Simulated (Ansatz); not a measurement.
# Calculations on CH3NS

### Relaxation

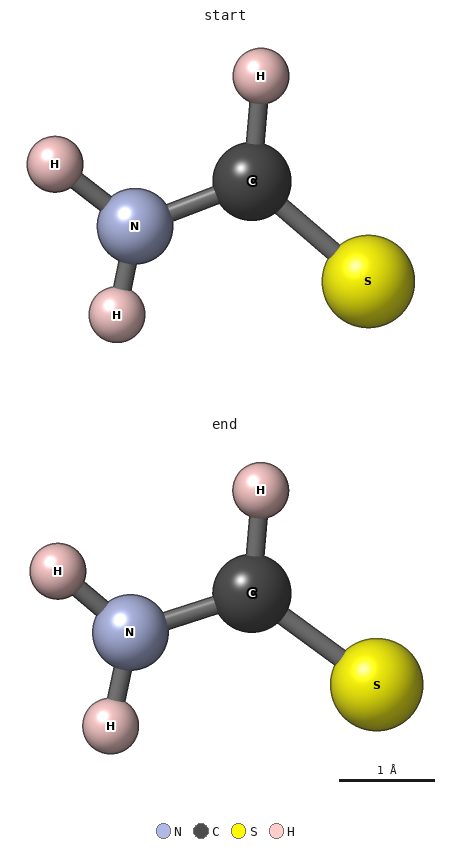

The structure of CH3NS before (top) and after (bottom) a relaxation, at one scale.

Style: ball-and-stick. Shown face on.

The run prepares an end point of a later path (hydrogen shift) calculation, from a guessed geometry.

Level of theory: RKS r2SCAN/6-31G* in Ansatz.

The input:
```yaml
crystal:
  periodic: [false, false, false]
  atoms:
    - { symbol: "N", position_ang: [-0.5976, -0.094, -0.3369] }
    - { symbol: C, position_ang: [0.5268, 0.1637, 0.302] }
    - { symbol: S, position_ang: [1.5042, -1.0901, 0.6853] }
    - { symbol: H, position_ang: [-0.8378, -0.985, -0.5996] }
    - { symbol: H, position_ang: [-1.2728, 0.6961, -0.6177] }
    - { symbol: H, position_ang: [0.7192, 1.2453, 0.5208] }
basis:
  gaussian: { orbitals: "6-31G*" }
hamiltonian:
  xc: r2scan
relax:
  f_tol: 0.02
  max_steps: 50
output:
  orbitals: {}
```

Launched with:
```bash
ansatz run input.yaml --threads 1 --pin off --max-ram 2048MiB --backend cpu --events-out ev --progress --plain --runs-dir out
```

Summarise the run.

Answer. S3 moves most after the best rigid fit: 0.11 Å. Largest moves by element: S 0.11 Å, H 0.07 Å, N 0.06 Å, C 0.03 Å. Near-neighbour distances that change, for instance: N1–H5 1.077 → 1.011 Å, N1–H4 0.959 → 1.013 Å, N1–C2 1.319 → 1.344 Å, C2–H6 1.120 → 1.096 Å. Bond angles that change, for instance: N1–C2–S3 118.3° → 125.8°, S3–C2–H6 126.3° → 121.9°, N1–C2–H6 115.5° → 112.3°. The energy falls by 6.28 kcal/mol in 5 accepted moves (6 points after the start). Largest force component: 5.2 eV/Å at the start, 0.0052 eV/Å at the end. The line search rejected the trial step at point 3 of the run. The run took 19 s on 1 thread of Arm Neoverse V2, on a shared host, peak memory 0.13 GiB.

### Relaxation

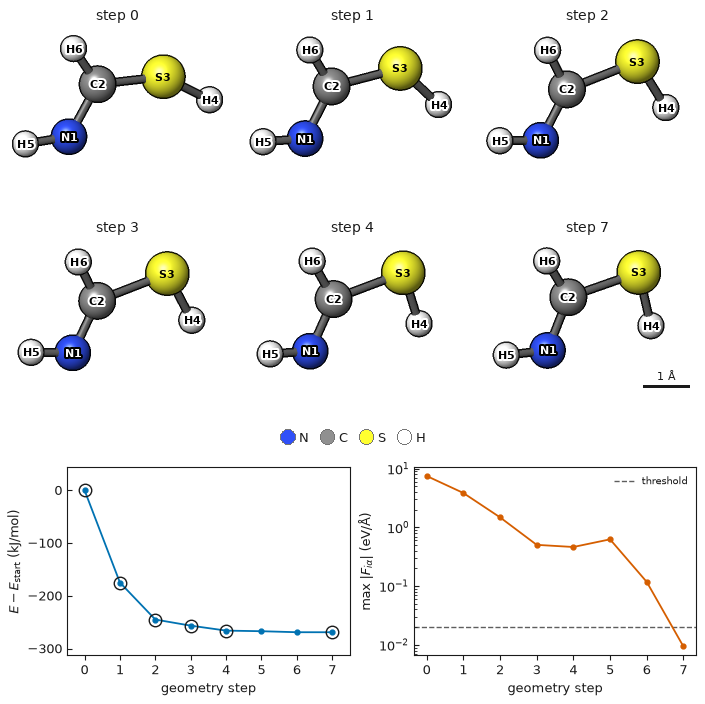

Frames of a relaxation of CH3NS, marked on the history of the run. The picture is a ball-and-stick view, seen at a tilt.

The run prepares an end point of a later path (hydrogen shift) calculation, from a guessed geometry.

Computed with RKS r2SCAN/6-31G* (Ansatz). (no spin polarisation; force threshold 0.02 eV/Å; at most 50 steps)

Question: Describe the path.

Answer: The energy falls by 269.2 kJ/mol in 7 geometry steps. The largest force component goes from 7.5 to 0.0094 eV/Å. H4 moves most after the best rigid fit: 0.74 Å. By element the largest moves are H 0.74 Å, S 0.38 Å, N 0.23 Å, C 0.04 Å. Among the contacts that change: C2–S3 1.635 → 1.765 Å, N1–H5 1.077 → 1.025 Å, N1–C2 1.319 → 1.273 Å, S3–H4 1.380 → 1.350 Å. Bond angles that change, for instance: C2–S3–H4 150.8° → 94.4°, S3–C2–H6 126.3° → 110.7°, C2–N1–H5 121.2° → 109.6°. From step 0 to 1: S3 moves most (0.19 Å), energy −175.0 kJ/mol. From step 1 to 2: H4 moves most (0.19 Å), energy −70.1 kJ/mol. From step 2 to 3: H4 moves most (0.10 Å), energy −11.6 kJ/mol. From step 3 to 4: H4 moves most (0.20 Å), energy −9.39 kJ/mol. From step 4 to 7: H4 moves most (0.09 Å), energy −3.10 kJ/mol.

```
step  E − E(0), kJ/mol  largest force component, eV/Å
   0              0.00                         7.5296
   1           -175.02                         3.8657
   2           -245.13                         1.4875
   3           -256.70                         0.5051
   4           -266.09                         0.4641
   5           -267.26                         0.6270
   6           -269.15                         0.1181
   7           -269.19                         0.0094
```

### Path

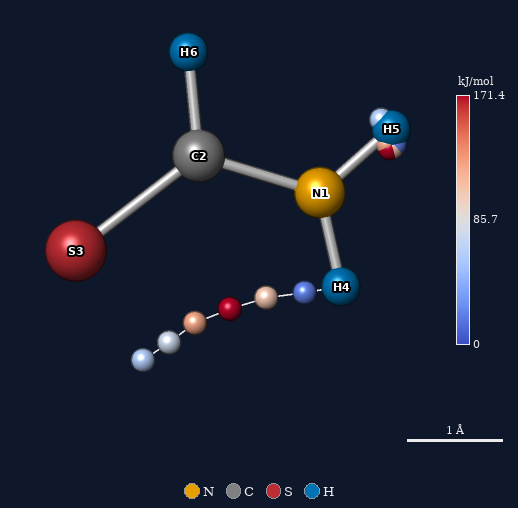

A nudged-elastic-band calculation for CH3NS. Images are numbered from 0 (start) to 6 (end). The start is drawn whole; smaller spheres mark the moving atoms (H) in the later images, joined by lines and coloured by the energy of the image relative to the start. Style: ball-and-stick. Shown face on.

Theory: Ansatz, RKS r2SCAN/6-31G*. Settings: 5 movable images; climbing image; force threshold 0.03 eV/Å; iteration limit 60; starting path through a guess of the saddle point.

Describe the path and its energy.

A hydrogen atom shifts from one atom to another. Breaking: N1–H4 (1.01 → 1.42 at the top → 2.57 Å). Forming: S3–H4 (2.84 → 1.68 at the top → 1.35 Å). Forward barrier 171.4 kJ/mol, backward barrier 108.9 kJ/mol, with image 3 at the top; the reaction energy is +62.5 kJ/mol. The band is converged. At the top, the vibrational analysis gives one imaginary mode (1607i cm⁻¹), as a transition state must have.
